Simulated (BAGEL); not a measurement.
**Si2H5OF (SMILES O[SiH](F)[SiH3]) at HF/3-21G (density fitting with qzvpp-jkfit)**

What is the energy change on altering one bond length of Si2H5OF at HF/3-21G (density fitting with qzvpp-jkfit)? 

The calculation is run with BAGEL 1.2.2.

5 further runs of the same task are left out: 2 that didn't finish, 3 set aside as unsound or not needed. Runs told in other sessions of the task aren't counted.

## Step 1: The structure to begin with

The species is Si2H5OF (9 atoms), meant as a singlet with charge 0. As SMILES, `O[SiH](F)[SiH3]`. The shape is that of a PBE0-D4/def2-TZVP optimisation. This is one conformer, not always the lowest.

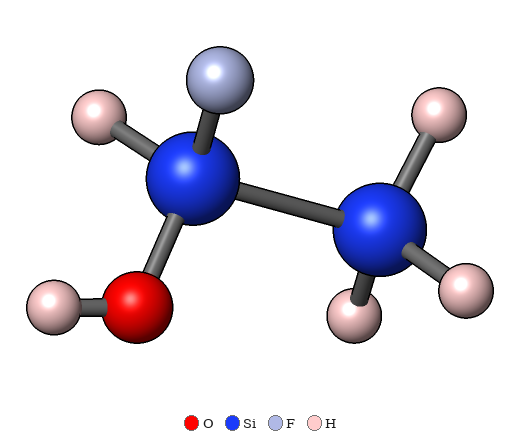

Viewed from a chosen angle; oxygen red, silicon blue, fluorine light blue, hydrogen pink.

## Step 2: A single-point energy at HF/3-21G (density fitting with qzvpp-jkfit)

Contents of input.json:

```json
{ "bagel": [

{
  "title": "molecule",
  "basis": "3-21g",
  "df_basis": "qzvpp-jkfit",
  "angstrom": "true",
  "geometry": [
    { "atom": "O", "xyz": [      -0.392500,      -0.610800,       1.768100 ] },
    { "atom": "Si", "xyz": [      -0.831500,      -0.160600,       0.257700 ] },
    { "atom": "F", "xyz": [      -1.775600,       1.133800,       0.319400 ] },
    { "atom": "Si", "xyz": [       1.135000,       0.371100,      -0.891700 ] },
    { "atom": "H", "xyz": [      -1.050500,      -1.005600,       2.343000 ] },
    { "atom": "H", "xyz": [      -1.664600,      -1.215400,      -0.380600 ] },
    { "atom": "H", "xyz": [       0.798700,       0.860600,      -2.255200 ] },
    { "atom": "H", "xyz": [       1.981700,      -0.845200,      -1.013900 ] },
    { "atom": "H", "xyz": [       1.887800,       1.425600,      -0.163800 ] }
  ]
},

{
  "title": "hf"
},

{
  "title": "print",
  "file": "orbitals.molden",
  "orbitals": "true"
}

]}
```

The run is started by

```console
BAGEL_NUM_THREADS=1 BAGEL input.json > input.out
```

What it wrote:

```text
* using 1 threads per process

  ===============================================================
  ===============================================================

  *** Geometry ***

  { "atom" : "O", "xyz" : [     -0.741718,     -1.154245,      3.341225 ] },
  { "atom" : "Si", "xyz" : [     -1.571307,     -0.303490,      0.486982 ] },
  { "atom" : "F", "xyz" : [     -3.355398,      2.142571,      0.603579 ] },
  { "atom" : "Si", "xyz" : [      2.144839,      0.701277,     -1.685069 ] },
  { "atom" : "H", "xyz" : [     -1.985157,     -1.900309,      4.427628 ] },
  { "atom" : "H", "xyz" : [     -3.145638,     -2.296773,     -0.719230 ] },
  { "atom" : "H", "xyz" : [      1.509324,      1.626298,     -4.261710 ] },
  { "atom" : "H", "xyz" : [      3.744870,     -1.597197,     -1.915993 ] },
  { "atom" : "H", "xyz" : [      3.567425,      2.693994,     -0.309537 ] },

  Number of auxiliary basis functions:      500

  Since a DF basis is specified, we compute 2- and 3-index integrals:
    o Being stored without compression. Storage requirement is 0.012 GB

  Number of basis functions:       54
  Number of electrons      :       50

    * METHOD: MOLECULE                             0.17

  *** RHF ***

  === Nuclear Repulsion ===
   227.8364539957

      * DIIS with orbital gradients will be used.

  === RHF iteration (3-21g) ===
      0       -750.96075652          0.02648466           0.04
      1       -751.08258303          0.01528046           0.04
      2       -751.12872292          0.00110545           0.04
      3       -751.12934414          0.00019536           0.04
      4       -751.12936055          0.00008581           0.04
      5       -751.12936366          0.00001890           0.04
      6       -751.12936390          0.00000388           0.04
      7       -751.12936391          0.00000078           0.04
      8       -751.12936391          0.00000024           0.04
      9       -751.12936391          0.00000010           0.04
     10       -751.12936391          0.00000002           0.04
     11       -751.12936391          0.00000001           0.04
    * SCF iteration converged.

    * Permanent dipole moment:
           (    0.234673,     0.736464,    -0.062849) a.u.

    * METHOD: HF                                   0.58

    * METHOD: PRINT                                0.01

  ===============================================================
```

Wall time 0.88 s (1 thread of Arm Neoverse V2, shared host).

## Step 3: The distorted shape, same level

Contents of hf.json:

```json
{ "bagel": [

{
  "title": "molecule",
  "basis": "3-21g",
  "df_basis": "qzvpp-jkfit",
  "angstrom": true,
  "geometry": [
    { "atom": "O", "xyz": [   -0.505408,   -0.768958,    1.658927 ] },
    { "atom": "Si", "xyz": [   -0.944408,   -0.318758,    0.148527 ] },
    { "atom": "F", "xyz": [   -1.888508,    0.975642,    0.210227 ] },
    { "atom": "Si", "xyz": [    1.022092,    0.212942,   -1.000873 ] },
    { "atom": "H", "xyz": [   -1.163408,   -1.163758,    2.233827 ] },
    { "atom": "H", "xyz": [   -1.777508,   -1.373558,   -0.489773 ] },
    { "atom": "H", "xyz": [    0.685792,    0.702442,   -2.364373 ] },
    { "atom": "H", "xyz": [    1.868792,   -1.003358,   -1.123073 ] },
    { "atom": "H", "xyz": [    1.887800,    1.425600,   -0.163800 ] }
  ]
},
{ "title": "hf", "charge": 0 },
{ "title": "print", "file": "orbitals.molden", "orbitals": true }

]}
```

The run is started by

```console
BAGEL_NUM_THREADS=1 BAGEL hf.json > hf.out
```

What it wrote:

```text
* using 1 threads per process

  ===============================================================
  ===============================================================

  *** Geometry ***

  { "atom" : "O", "xyz" : [     -0.955083,     -1.453120,      3.134918 ] },
  { "atom" : "Si", "xyz" : [     -1.784672,     -0.602365,      0.280675 ] },
  { "atom" : "F", "xyz" : [     -3.568763,      1.843696,      0.397271 ] },
  { "atom" : "Si", "xyz" : [      1.931474,      0.402402,     -1.891376 ] },
  { "atom" : "H", "xyz" : [     -2.198522,     -2.199184,      4.221321 ] },
  { "atom" : "H", "xyz" : [     -3.359003,     -2.595648,     -0.925537 ] },
  { "atom" : "H", "xyz" : [      1.295959,      1.327423,     -4.468017 ] },
  { "atom" : "H", "xyz" : [      3.531505,     -1.896072,     -2.122300 ] },
  { "atom" : "H", "xyz" : [      3.567425,      2.693994,     -0.309537 ] },

  Number of auxiliary basis functions:      500

  Since a DF basis is specified, we compute 2- and 3-index integrals:
    o Being stored without compression. Storage requirement is 0.012 GB

  Number of basis functions:       54
  Number of electrons      :       50

    * METHOD: MOLECULE                             0.16

  *** RHF ***

  === Nuclear Repulsion ===
   226.9606169806

      * DIIS with orbital gradients will be used.

  === RHF iteration (3-21g) ===
      0       -750.94696501          0.02652859           0.04
      1       -751.06942134          0.01534630           0.04
      2       -751.11604364          0.00111115           0.04
      3       -751.11666997          0.00019798           0.04
      4       -751.11668679          0.00008615           0.04
      5       -751.11668989          0.00002041           0.04
      6       -751.11669016          0.00000439           0.04
      7       -751.11669017          0.00000086           0.04
      8       -751.11669017          0.00000025           0.04
      9       -751.11669017          0.00000011           0.04
     10       -751.11669017          0.00000003           0.04
     11       -751.11669017          0.00000001           0.04
    * SCF iteration converged.

    * Permanent dipole moment:
           (    0.311462,     0.826780,    -0.014528) a.u.

    * METHOD: HF                                   0.57

    * METHOD: PRINT                                0.01

  ===============================================================
```

It took 0.88 s on 1 thread of Arm Neoverse V2, shared host.

## Step 4: Results

Level: HF/3-21G (density fitting with qzvpp-jkfit).

| quantity | value |
| --- | --- |
| first shape: total energy | -751.12936 Eh |
| first shape: dipole moment | 1.97 D |
| first shape: HOMO energy | -11.19 eV |
| first shape: LUMO energy | 3.75 eV |
| first shape: HOMO–LUMO gap | 14.93 eV |
| distorted shape: total energy | -751.11669 Eh |
| distorted shape: dipole moment | 2.25 D |
| distorted shape: HOMO energy | -11.18 eV |
| distorted shape: LUMO energy | 3.37 eV |
| distorted shape: HOMO–LUMO gap | 14.55 eV |
| energy change with the Si4–H9 bond stretched from 1.486 to 1.709 Å | 0.345 eV |

In words: With the Si4–H9 bond stretched from 1.486 to 1.709 Å the energy rises by 0.34 eV (33.3 kJ/mol). The first shape isn't relaxed at this level, so the change isn't measured from a minimum.
